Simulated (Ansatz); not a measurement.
**From HSE06 to G0W0: SnO2 (Cassiterite)**

Aim: the quasiparticle gap of SnO2 (Cassiterite), starting from HSE06.

Calculated with Ansatz 0.2.0; HSE06, then G0W0 on it, plane waves, PAW.

**Experimental background.**

- Gap 3.6 eV: experimental gap quoted from earlier work; bulk crystal (quoted in “Study on the Photocatalytic Properties of Flower-Shaped SnO2”, 2022, pmc:9565917).

## 1. Starting point

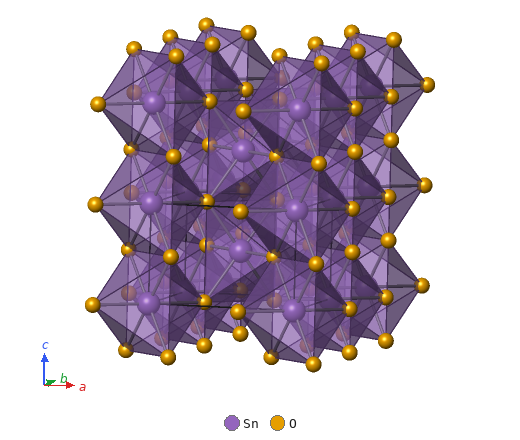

The cell as given, slightly off an axis (tin purple, oxygen orange). 1×2×2 cells are drawn. Some periodic images of atoms are drawn too.

The cell and positions come from the Crystallography Open Database and are kept as given unless a step says otherwise. The default PAW set here is soft_2. Its files were made with PBE.

## 2. The starting point: HSE06

HSE06 mixes in a quarter of exact exchange at short range.

This step: DFT, HSE06, plane waves, PAW.

Input file input.yaml:

```yaml
crystal:
  lattice:
    - [4.738, 0.0, 0.0]
    - [0.0, 4.738, 0.0]
    - [0.0, 0.0, 3.1865]
  atoms:
    - { symbol: Sn, position: [0.0, 0.0, 0.0] }
    - { symbol: Sn, position: [0.5, 0.5, 0.5] }
    - { symbol: O, position: [0.3071, 0.3071, 0.0] }
    - { symbol: O, position: [0.1929, 0.8071, 0.5] }
    - { symbol: O, position: [0.6929, 0.6929, 0.0] }
    - { symbol: O, position: [0.8071, 0.1929, 0.5] }
kpoints:
  mp_grid: { grid: [4, 4, 4] }
  band_path:
    path:
      - [0.0, 0.0, 0.0]
      - [0.0, 0.5, 0.0]
      - [0.5, 0.5, 0.0]
      - [0.0, 0.0, 0.5]
      - [0.0, 0.5, 0.5]
      - [0.5, 0.5, 0.5]
    npoints: 1
hamiltonian:
  xc: hse06
scf:
  occupations: { method: fixed }
  n_extra_bands: 6
output:
  eigenvalues: true
```

Started as:

```bash
$ ansatz run input.yaml --threads 3 --pin off --max-ram 64512MiB --backend cuda --events-out ev --progress --plain --runs-dir out --devices 1 --max-vram 24GiB  # rebuilt from the run's record
```

Numbers of over 12 decimals in the logs are rounded to 6 here.

The log of the run:

```text
scf.n_extra_bands = 6 over 26 filled bands (N_el = 52.0): the run solves 32 bands
GPUs: using 1 of 1 available (devices: 1).
Engine: ansatz 0.2.0, x86_64-unknown-linux-gnu
Pseudopotentials: kind: paw
Pseudopotential: Sn, paw, valence charge 14, recommended cutoff 420 eV (normal), Sn.paw.azcp
Pseudopotential: O, paw, valence charge 6, recommended cutoff 420 eV (normal), O.paw.azcp
Functional definition: HSE06
  parameter a = 0.25
  parameter omega = 0.11/bohr
  exchange = pbe_x - a*pbe_x_sr(omega) + a*exact_x_sr(omega)
  correlation = pbe_c
davidson cushion auto → on  (no smearing: the cushion is to keep the highest requested band from converging to the state above it; pin scf.eigensolver.cushion to override)
device memory: the entry about to start is reckoned to put 0.8 GiB on a device that reports 72.1 GiB free (of which the cap on the GPU budget leaves the run 24.0 GiB)
GPU FFT provider: cuFFT
GPU libraries: cuBLAS 13.8.2, cuFFT 12.4.0, cuSOLVER 12.3.4
Crystal: 6 atoms, lattice volume = 71.533 Å³
Basis set: ecut = 420 eV, 1411 PW (Γ)
Bands: 32, of which v1, the nominal top of the filled ones, is band 26 counted from 1 (25 counted from 0)
Symmetry: 16 space group operations
Space group: P42/mnm (ITA 136), of the structure as read, at distance tolerance 4.2e-5 Å
k-points: 18 of 64
Non-local potential: Sn, projectors of the file, l = 0: 2, l = 1: 2, l = 2: 2, l = 3: 2
Non-local potential: O, projectors of the file, l = 0: 2, l = 1: 2, l = 2: 1
PAW form: soft (Blöchl's): semilocal exchange-correlation on the pseudo side does not see the compensation charge
PAW frozen core: Sn, regenerated for the run's functional, and the local potential with it (the file was generated under x = pbe(κ = 0.804, μ = 0.219515), c = pbe(β = 0.066725))
PAW frozen core: O, regenerated for the run's functional, and the local potential with it (the file was generated under x = pbe(κ = 0.804, μ = 0.219515), c = pbe(β = 0.066725))
PAW one-centre angular grid: Sn, 590 points (default); XC on 64 Gauss nodes
PAW one-centre angular grid: O, 110 points (default); XC on 96 Gauss nodes
Initial density: superposition of atomic densities (neutral atoms: chi_scale 0, normalization atom), corrected by the library's trained network
Initial wavefunctions: pseudopotential atomic-orbital guess
GPU buffer pool allocated for 24576 grid points (all kernels)
GPU transforms: local potential and band sums: pruned to the plane-wave sphere, on 32×32×24
Functional: x = pbe(κ = 0.804, μ = 0.219515), c = pbe(β = 0.066725), warm-up for x = pbe(κ = 0.804, μ = 0.219515) + 0.25 (exact − pbe) at short range (hse, ω = 0.207870 Å⁻¹), c = pbe(β = 0.066725); HSE06 as pw.x's `hse` composes it (authors' and Libxc's form: `xc: wpbeh`)
SCF iter   1: F=—  HF=-14317.835957 eV  |F-HF|=—  |Δ(HF+E_count)|=         —  Δρ=1.19e-3  dr2=3.19e-4  ethr=1.77e-3  ⟨swp⟩=7.6  Hψ=2724  notcnv=0
preconditioner: auto → none  [insulator: Δε(μ)=1.279 eV  Ē_g=19.772 eV  n_scr=18 (ndim 8)  ℏωp=31.7 eV  f_vac=0.027]
SCF iter   2: F=-14317.840379 eV  HF=-14317.840118 eV  |F-HF|=2.61e-4  |Δ(HF+E_count)|=   4.16e-3  Δρ=5.36e-4  dr2=6.68e-5  ethr=6.13e-7  ⟨swp⟩=7.7  Hψ=2992  notcnv=0  defer=2
SCF 1 stopped early in 2 iterations: F = -14317.840379 eV  dr2 = 6.68e-5
  greatest PAW one-centre occupation: 0.996 electrons in one spin orbital (limit 2), on the Sn atom at site 0 (counted from 0), in its partial waves of l = 2
device memory: the entry about to start is reckoned to put 1.3 GiB (of the 1.4 GiB reckoned in all, the device holds 0.1 GiB already) on a device that reports 72.0 GiB free (of which the cap on the GPU budget leaves the run 23.9 GiB)
GPU FFT provider: cuFFT
GPU libraries: cuBLAS 13.8.2, cuFFT 12.4.0, cuSOLVER 12.3.4
Initial density: handed on by an earlier stage of this run
Initial wavefunctions: those handed on with the density
GPU buffer pool allocated for 24576 grid points (all kernels)
GPU transforms: local potential and band sums: pruned to the plane-wave sphere, on 32×32×24
Functional: x = pbe(κ = 0.804, μ = 0.219515) + 0.25 (exact − pbe) at short range (hse, ω = 0.207870 Å⁻¹), c = pbe(β = 0.066725); HSE06 as pw.x's `hse` composes it (authors' and Libxc's form: `xc: wpbeh`)
Exchange kernel: α = 0.2500, screened, ω = 0.2079 Å⁻¹, Wigner–Seitz truncation, v(0) = 1027.7282 eV·Å³, q-mesh 4×4×4, nearest image of the exchange supercell L = 12.75 Å, pair-density grid 30×30×20, without the augmentation charges, whose exchange is taken in its separable form by FFT convolution over the k-point mesh (sized by the pseudopotential files, 32×32×24 at the most), smooth part of the exact exchange by density-matrix convolution in up to 2.12 GiB of GPU memory as planned if the GPU has room (build and FFT work areas not counted)
Frozen-core exchange: fock
SCF iter   1: F=—  HF=-14325.521663 eV  |F-HF|=—  |Δ(HF+E_count)|=         —  Δρ=1.03e-2  dr2=4.76e-2  ethr=1.28e-6  ⟨swp⟩=8.4  Hψ=3233  notcnv=0
preconditioner: auto → none  [insulator: Δε(μ)=3.033 eV  Ē_g=22.473 eV  n_scr=18 (ndim 8)  ℏωp=31.7 eV  f_vac=0.027]
SCF iter   2: F=—  HF=-14325.509233 eV  |F-HF|=—  |Δ(HF+E_count)|=   1.24e-2  Δρ=5.51e-3  dr2=9.85e-3  ethr=1.28e-6  ⟨swp⟩=4.4  Hψ=2207  notcnv=0
SCF iter   3: F=—  HF=-14325.530765 eV  |F-HF|=—  |Δ(HF+E_count)|=   2.15e-2  Δρ=2.76e-3  dr2=5.23e-3  ethr=1.28e-6  ⟨swp⟩=4.4  Hψ=2128  notcnv=0
iter 4 solved again at ethr=3.68e-8 eV; its pass at ethr=1.28e-6 eV (dr2=1.91e-5 eV) is discarded
SCF iter   4: F=—  HF=-14325.529195 eV  |F-HF|=—  |Δ(HF+E_count)|=   1.57e-3  Δρ=1.88e-4  dr2=6.81e-5  ethr=3.68e-8  ⟨swp⟩=3.2  Hψ=3260  notcnv=0
SCF iter   5: F=—  HF=-14325.529522 eV  |F-HF|=—  |Δ(HF+E_count)|=   3.27e-4  Δρ=3.02e-4  dr2=5.93e-5  ethr=3.68e-8  ⟨swp⟩=4.7  Hψ=2054  notcnv=0
SCF iter   6: F=-14325.529504 eV  HF=-14325.529504 eV  |F-HF|=1.82e-8  |Δ(HF+E_count)|=   1.75e-5  Δρ=1.12e-5  dr2=2.38e-6  ethr=3.68e-8  ⟨swp⟩=3.7  Hψ=1684  notcnv=0
SCF 2 stopped early in 6 iterations: F = -14325.529504 eV  dr2 = 2.38e-6
hybrid outer 1: dexx = +2.496e-2 eV, tail = 1.24e-4 eV
GPU FFT provider: cuFFT
GPU libraries: cuBLAS 13.8.2, cuFFT 12.4.0, cuSOLVER 12.3.4
GPU buffer pool allocated for 24576 grid points (all kernels)
GPU transforms: local potential and band sums: pruned to the plane-wave sphere, on 32×32×24
Exchange kernel: α = 0.2500, screened, ω = 0.2079 Å⁻¹, Wigner–Seitz truncation, v(0) = 1027.7282 eV·Å³, q-mesh 4×4×4, nearest image of the exchange supercell L = 12.75 Å, pair-density grid 30×30×20, without the augmentation charges, whose exchange is taken in its separable form by FFT convolution over the k-point mesh (sized by the pseudopotential files, 32×32×24 at the most), smooth part of the exact exchange by density-matrix convolution in up to 2.12 GiB of GPU memory as planned if the GPU has room (build and FFT work areas not counted)
Frozen-core exchange: fock
SCF iter   1: F=—  HF=-14325.528812 eV  |F-HF|=—  |Δ(HF+E_count)|=         —  Δρ=4.05e-5  dr2=9.64e-7  ethr=1.19e-6  ⟨swp⟩=3.9  Hψ=1399  notcnv=0
preconditioner: auto → none  [insulator: Δε(μ)=3.042 eV  Ē_g=22.507 eV  n_scr=18 (ndim 8)  ℏωp=31.7 eV  f_vac=0.035]
SCF iter   2: F=—  HF=-14325.528815 eV  |F-HF|=—  |Δ(HF+E_count)|=   3.19e-6  Δρ=3.25e-5  dr2=3.26e-7  ethr=1.44e-9  ⟨swp⟩=5.9  Hψ=2513  notcnv=0  defer=8
SCF iter   3: F=-14325.528815 eV  HF=-14325.528815 eV  |F-HF|=9.79e-9  |Δ(HF+E_count)|=   7.87e-9  Δρ=1.19e-5  dr2=4.70e-8  ethr=5.53e-10  ⟨swp⟩=2.7  Hψ=1305  notcnv=0
SCF 3 converged in 3 iterations: F = -14325.528815 eV  dr2 = 4.70e-8
  greatest PAW one-centre occupation: 0.996 electrons in one spin orbital (limit 2), on the Sn atom at site 1 (counted from 0), in its partial waves of l = 2
hybrid outer 2: dexx = +1.196e-6 eV, tail = 1.72e-7 eV, Δε = 5.36e-3 eV (about 3.19e-4 eV left of the loop's levels)
device memory: the entry about to start is reckoned to put 0.4 GiB on a device that reports 66.8 GiB free (of which the cap on the GPU budget leaves the run 24.0 GiB)
NSCF: frozen V_eff on 6 k-points
hybrid SCF converged: 2 outer / 9 inner (+2 warm-up), last move |dexx| = 1.20e-6 eV, tail = 1.72e-7 eV
Stability not checked: this state was not tested for a lower state beside it, because the functional holds exact exchange (a hybrid, or Hartree-Fock), whose exchange loop this test does not read (fock_operator; see scf.lower_state_search)
Free energy (F): -14325.528815 eV
Frozen-core exchange: fock
Harris-Foulkes:  -14325.528815 eV  (|F-HF|=9.79e-9)
Internal energy: -14325.528815 eV  (E = F + TS)
E sigma→0 (E₀):  -14325.528815 eV
Fermi energy:    8.185129 eV
--- Per-component energies (eV) ---
  E_band       = -219.637199
  E_kinetic    = 1087.396594
  E_local      = -2857.995986  (includes V_loc(G=0)·N_el)
  E_nonlocal   = 128.880437
  E_hartree    = 1494.727196
  E_xc         = -832.505449
  E_vxc        = -448.347339  (∫ρ·V_xc dr)
  E_exx        = -152.403293  (= α·E_x^exact, valence–valence)
  E_paw        = -9011.197575  (= ΣΔE_a)
  E_vpaw       = -814.232547  (= ΣTr[D̂ρ^β])
  E_aug_tail   = 0.009935  (compensation charges beyond the density's cutoff)
  E_ewald      = -4182.851779
  E_core_change = 0.411106  (= ΣΔE_core)
  E_smearing   = -0.000000  (= −TS)
  E_closure    = -0.000000  (closes the sum)
  Σ components = -14325.528815   (vs F -14325.528815, Δ=0.00e0)
--- Band table (eV; the first three rows and the last of 18) ---
[... rows of the band table ...]
```

The job ended after 20 s (1 × NVIDIA H100 80GB HBM3 (shared by 3 runs) with 3 threads of AMD EPYC 7R13 (Zen 3), shared host; peak memory 1.3 GiB; 26 s of CPU time).

Reading the cycles: dr2 is the Hartree energy of the density residual (eV), the measure of convergence; HF is the Harris–Foulkes estimate of the energy, which meets the free energy F at convergence.

This step gave:

```
gap                     : 3.041 eV
valence top at          : Γ
conduction bottom at    : Γ
least direct gap        : 3.041 eV
exact-exchange fraction : 0.25
```

Over mesh and listed points the gap is 3.041 eV, direct, at k = Γ.

(Continued in part 2 of 2.)

[Paths, hosts, dates, memory and timing lines, banners, echoed tables and standing remarks are left out of the program output.]

[Logs are printed without paths, hosts, clocks, repeated set-up lines and the standing remarks that a program may print on its own settings, such as how far it seeks lower states.]

[Runs of the session that timed out or met a known fault of the program may be left out.]

[Cells called generated may have been cut or substituted from an entry of the Crystallography Open Database or the Materials Project.]

[Hosts, paths, dates, database ids (printed as entryN), source tags and the programs' standing remarks are cut or masked in the printed files.]

[Where an RPA ε∞ is given, it is that of the G0W0 mesh and is not shown converged in it. Names of k-points follow the symmetry that the program found, which can be lower than the space group named. Band edges on a path are those of the sampled points; other points can move an edge, and change direct to indirect where valleys lie close.]

[Hybrid gaps are those of their k-mesh and are not shown converged in it.]
